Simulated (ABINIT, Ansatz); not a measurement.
# Quasiparticle gap of GaN (P6_3mc) in ABINIT

How does a plane-wave GW calculation on GaN (P6_3mc) run from the first input to the gap?

Calculated with ABINIT 10.8.3; PBE and many-body steps on it, plane waves.

The database entry behind the starting cell differs from later determinations by our own check (about 0.3 % short, ideal inner coordinate), so it need not match the best structure at ambient conditions.

### Step 1. Set-up

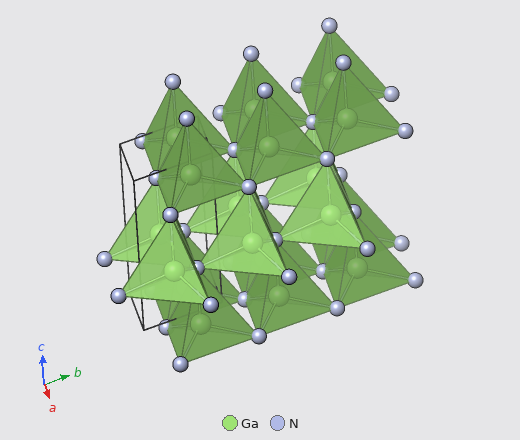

The starting structure, seen slightly off an axis (gallium green, nitrogen light blue). 2×3×1 cells are drawn. Some periodic images of atoms are drawn too.

The cell and positions come from the Crystallography Open Database and are kept as given unless a step says otherwise.

### Step 2. Ground state

This step: ABINIT 10.8.3; DFT, PBE, plane waves, norm-conserving pseudopotentials.

The ground-state density comes first.

run.abi reads:

```
acell 3*1.0 Angstrom
rprim 
  3.179999999980 0.000000000005 0.000000000000
  -1.589999999994 2.753960784015 0.000000000000
  0.000000000000 0.000000000000 5.166000000000
ntypat 2
znucl 31 7
natom 4
typat 1 1 2 2
xred 
  0.333333333333 0.666666666667 0.000000000000
  0.666666666667 0.333333333333 0.500000000000
  0.333333333333 0.666666666667 0.375000000000
  0.666666666667 0.333333333333 0.875000000000
pp_dirpath "pseudos"
pseudos "Ga.upf, N.upf"
ecut 45
ngkpt 6 6 4
nshiftk 1
shiftk 0 0 0
kptopt 1
chksymbreak 0
nband 32
occopt 1
tolvrs 1e-10
nstep 60
prtwf 0
optforces 0
optstress 0
indata_prefix "in"
outdata_prefix "out"
tmpdata_prefix "tmp"
```

The run is started by

```
> OMP_NUM_THREADS=1 mpirun -n 8 abinit run.abi > log
```

Numbers of over 12 decimals in the logs are rounded to 6 here.

Log:

```text
.Version 10.8.3 of ABINIT. v10.8.2 released Aug 2026.

 Symmetries : space group P6_3 m c (#186); Bravais hP (primitive hexag.)
================================================================================
 Values of the parameters that define the memory need of the present run
     intxc =       0    ionmov =       0      iscf =       7    lmnmax =       6
     lnmax =       6     mgfft =      60  mpssoang =       3    mqgrid =    3001
     natom =       4  nloc_mem =       1    nspden =       1   nspinor =       1
    nsppol =       1      nsym =      12    n1xccc =    2501    ntypat =       2
    occopt =       1   xclevel =       2
-    mband =          32        mffmem =           1         mkmem =           3
       mpw =        4428          nfft =       96000          nkpt =          21
================================================================================
  Rough estimation (10% accuracy) of disk space for files :
================================================================================

--------------------------------------------------------------------------------
------------- Echo of variables that govern the present computation ------------
--------------------------------------------------------------------------------
 -outvars: echo values of preprocessed input variables --------
            acell      1.8897261259E+00  1.8897261259E+00  1.8897261259E+00 Bohr

      chksymbreak           0
             ecut      4.50000000E+01 Hartree
-          fftalg         312

              ixc     -101130
              kpt      0.00000000E+00  0.00000000E+00  0.00000000E+00
                       1.66666667E-01  0.00000000E+00  0.00000000E+00
                       3.33333333E-01  0.00000000E+00  0.00000000E+00
                       5.00000000E-01  0.00000000E+00  0.00000000E+00
                       1.66666667E-01  1.66666667E-01  0.00000000E+00
                       3.33333333E-01  1.66666667E-01  0.00000000E+00
                       3.33333333E-01  3.33333333E-01  0.00000000E+00
                       0.00000000E+00  0.00000000E+00  2.50000000E-01
                       1.66666667E-01  0.00000000E+00  2.50000000E-01
   [... 10 further rows ...]
                       3.33333333E-01  1.66666667E-01  5.00000000E-01
                       3.33333333E-01  3.33333333E-01  5.00000000E-01
         kptrlatt        6    0    0      0    6    0      0    0    4
          kptrlen      3.60559745E+01
P           mkmem           3
            natom           4
            nband          32
            ngfft          40      40      60
             nkpt          21
            nstep          60
             nsym          12
           ntypat           2
              occ      2.000000  2.000000  2.000000  2.000000  2.000000  2.000000
                       2.000000  2.000000  2.000000  2.000000  2.000000  2.000000
                       2.000000  2.000000  2.000000  2.000000  2.000000  2.000000
                       2.000000  2.000000  2.000000  2.000000  2.000000  2.000000
                       2.000000  2.000000  0.000000  0.000000  0.000000  0.000000
                       0.000000  0.000000
        optforces           0
        optstress           0
            prtwf           0
            rprim      3.1800000000E+00  5.0000000000E-12  0.0000000000E+00
[...]
spgroup         186

           tolvrs      1.00000000E-10

             xred      3.3333333333E-01  6.6666666667E-01  1.1102230246E-16
[...]
znucl       31.00000    7.00000

================================================================================

 chkinp: Checking input parameters for consistency.

================================================================================
== DATASET  1 ==================================================================
-   mpi_nproc: 8, omp_nthreads: 1 (-1 if OMP is not activated)

--- !DatasetInfo
iteration_state: {dtset: 1, }
dimensions: {natom: 4, nkpt: 21, mband: 32, nsppol: 1, nspinor: 1, nspden: 1, mpw: 4428, }
cutoff_energies: {ecut:  45.0, pawecutdg:  -1.0, }
electrons: {nelect:   5.20000000E+01, charge:   0.00000000E+00, occopt:   1.00000000E+00, tsmear:   1.00000000E-02, }

 Real(R)+Recip(G) space primitive vectors, cartesian coordinates (Bohr,Bohr^-1):
 R(1)=  6.0093291  0.0000000  0.0000000  G(1)=  0.1664079  0.0960757  0.0000000
 R(2)= -3.0046645  5.2042316  0.0000000  G(2)=  0.0000000  0.1921513  0.0000000
 R(3)=  0.0000000  0.0000000  9.7623252  G(3)=  0.0000000  0.0000000  0.1024346
 Unit cell volume ucvol=  3.0530638E+02 bohr^3
 Angles (23,13,12)=  9.00000000E+01  9.00000000E+01  1.20000000E+02 degrees

 getcut: wavevector=  0.0000  0.0000  0.0000  ngfft=  40  40  60
         ecut(hartree)=     45.000   => boxcut(ratio)=   2.03529

--- Pseudopotential description ------------------------------------------------
- Ga Generated using ONCVPSP code by D. R. Hamann
- 31.00000  21.00000  171031                  znucl, zion, pspdat
12 -101130 2 -1 1902                          pspcod,pspxc,lmax,lloc,mmax
     nproj     2     2     2
  pspatm : epsatm=   21.85474337
         --- l  ekb(1:nproj) -->
[...]
pspatm: atomic psp has been read  and splines computed

- N Generated using ONCVPSP code by D. R. Hamann
-  7.00000   5.00000  171031                  znucl, zion, pspdat
12 -101130 1 -1 1058                          pspcod,pspxc,lmax,lloc,mmax
     nproj     2     2     0
  pspatm : epsatm=    5.20977870
         --- l  ekb(1:nproj) -->
[...]
pspatm: atomic psp has been read  and splines computed

   2.81471030E+03                                ecore*ucvol(ha*bohr**3)
--------------------------------------------------------------------------------

_setup2: Arith. and geom. avg. npw (full set) are    4401.646    4401.635

================================================================================

--- !BeginCycle
iteration_state: {dtset: 1, }
solver: {iscf: 7, nstep: 60, nline: 4, wfoptalg: 0, }
tolerances: {tolvrs: 1.00E-10, }

     iter   Etot(hartree)      deltaE(h)  residm     vres2
 ETOT  1  -514.92082250196    -5.149E+02 7.161E-01 2.271E+03
 ETOT  2  -516.81090997342    -1.890E+00 8.366E-02 3.234E+03
 ETOT  3  -517.42688839870    -6.160E-01 6.563E-02 5.643E+01
 ETOT  4  -517.43207228461    -5.184E-03 6.894E-02 3.072E+01
 ETOT  5  -517.43527471752    -3.202E-03 8.294E-03 6.044E+00
 ETOT  6  -517.43636040844    -1.086E-03 2.939E-03 2.488E-01
 ETOT  7  -517.43640550944    -4.510E-05 9.695E-04 4.025E-02
 ETOT  8  -517.43641252824    -7.019E-06 2.041E-04 4.116E-03
 ETOT  9  -517.43641328477    -7.565E-07 3.526E-04 4.026E-05
 ETOT 10  -517.43641329431    -9.549E-09 8.301E-04 1.434E-07
 ETOT 11  -517.43641329436    -5.014E-11 1.060E-03 3.490E-09
 ETOT 12  -517.43641329437    -8.072E-12 1.318E-03 6.205E-11

 At SCF step   12       vres2   =  6.20E-11 < tolvrs=  1.00E-10 =>converged.

--- !ResultsGS
iteration_state: {dtset: 1, }
comment   : Summary of ground state results
lattice_vectors:
- [  6.0093291,   0.0000000,   0.0000000, ]
- [ -3.0046645,   5.2042316,   0.0000000, ]
- [  0.0000000,   0.0000000,   9.7623252, ]
lattice_lengths: [   6.00933,    6.00933,    9.76233, ]
lattice_angles: [ 90.000,  90.000, 120.000, ] # degrees, (23, 13, 12)
lattice_volume:   3.0530638E+02
convergence: {deltae: -8.072E-12, res2:  6.205E-11, residm:  1.318E-03, diffor:  0.000E+00, }
etotal    :  -5.17436413E+02
entropy   :   0.00000000E+00
fermie    :   2.58513345E-01
cartesian_stress_tensor: null
pressure_GPa: null
xred      :
- [  3.3333E-01,   6.6667E-01,   1.1102E-16, Ga]
- [  6.6667E-01,   3.3333E-01,   5.0000E-01, Ga]
- [  3.3333E-01,   6.6667E-01,   3.7500E-01,  N]
- [  6.6667E-01,   3.3333E-01,   8.7500E-01,  N]
cartesian_forces: null
force_length_stats: {min: null, max: null, mean: null, }

 Integrated electronic density in atomic spheres:
 ------------------------------------------------
 Atom  Sphere_radius  Integrated_density
[...]
4        2.00000          5.27233740
================================================================================

 ----iterations are completed or convergence reached----

 Mean square residual over all n,k,spin=   20.858E-07; max=  13.185E-04
 reduced coordinates (array xred) for    4 atoms
       0.333333333333      0.666666666667      0.000000000000
       0.666666666667      0.333333333333      0.500000000000
       0.333333333333      0.666666666667      0.375000000000
       0.666666666667      0.333333333333      0.875000000000
 rms dE/dt=  0.0000E+00; max dE/dt=  0.0000E+00; dE/dt below (all hartree)
    1       0.000000000000      0.000000000000      0.000000000000
    2       0.000000000000      0.000000000000      0.000000000000
    3       0.000000000000      0.000000000000      0.000000000000
    4       0.000000000000      0.000000000000      0.000000000000

 cartesian coordinates (angstrom) at end:
    1     -2.67e-12     1.835974     0.000000
    2      1.590000     0.917987     2.583000
    3     -2.67e-12     1.835974     1.937250
    4      1.590000     0.917987     4.520250
 length scales=  1.889726125908  1.889726125908  1.889726125908 bohr
              =  1.000000000000  1.000000000000  1.000000000000 angstroms
 prteigrs : about to open file out_EIG
 Fermi (or HOMO) energy (hartree) =   0.25851   Average Vxc (hartree)=  -0.43328
 Eigenvalues (hartree) for nkpt=  21  k points:
 kpt#   1, nband= 32, wtk=  0.00694, kpt=  0.0000  0.0000  0.0000 (reduced coord)
  -4.97080   -4.97080   -3.15811   -3.15802   -3.15802   -3.15797   -3.15797   -3.15792
  -0.33112   -0.29782   -0.24001   -0.23911   -0.23911   -0.23703   -0.23703   -0.23002
  -0.23002   -0.22652   -0.22652   -0.17866   -0.00361    0.21957    0.21957    0.25628
   0.25851    0.25851    0.33182    0.41761    0.59872    0.62503    0.62503    0.65916
 prteigrs : prtvol=0 or 1, do not print more k-points.

--- !EnergyTerms
iteration_state     : {dtset: 1, }
comment             : Components of total free energy in Hartree
kinetic             :  2.55484593629335E+02
hartree             :  2.00277848684874E+02
xc                  : -5.79576865800456E+01
Ewald energy        : -2.71479429302164E+02
psp_core            :  9.21929742789184E+00
local_psp           : -5.32238395717708E+02
non_local_psp       : -1.20742641436556E+02
total_energy        : -5.17436413294373E+02
total_energy_eV     : -1.40801620998882E+04
band_energy         : -6.17472971760603E+01

== END DATASET(S) ==============================================================
================================================================================

 -outvars: echo values of variables after computation  --------
           etotal     -5.1743641329E+02
            nband          32
             nkpt          21
          spgroup         186
 [... the other variables as echoed above ...]

 Calculation completed.
```

It took 22 s on 8 MPI ranks of Intel Xeon Platinum 8488C (Sapphire Rapids), shared host; peak memory 0.72 GiB.

Numbers from this step:

| Item | Value |
| --- | --- |
| total energy | -14080.1621 eV |
| gap | 1.995 eV |
| k of the valence top | 0, 0, 0 |
| k of the conduction bottom | 0, 0, 0 |
| least direct gap | 1.995 eV |

The gap is direct, at Γ.

(Continued in part 2 of 3.)

[Paths, hosts, dates, memory and timing lines, banners, echoed tables and standing remarks are left out of the program output.]

[Logs are printed without paths, hosts, clocks, repeated set-up lines and the standing remarks that a program may print on its own settings, such as how far it seeks lower states.]

[Runs of the session that timed out or met a known fault of the program may be left out.]

[Hosts, paths, dates, database ids (printed as entryN), source tags and the programs' standing remarks are cut or masked in the printed files.]

[G0W0 gaps are taken among the corrected bands and points alone; a level outside them can change the order at an edge.]

[Where Ansatz stands beside ABINIT at settings called matched, ABINIT's density can come from a denser mesh and the files from another edition; pairs whose starting gaps differed by over 0.03 eV were left out, so agreement reads better than it is.]
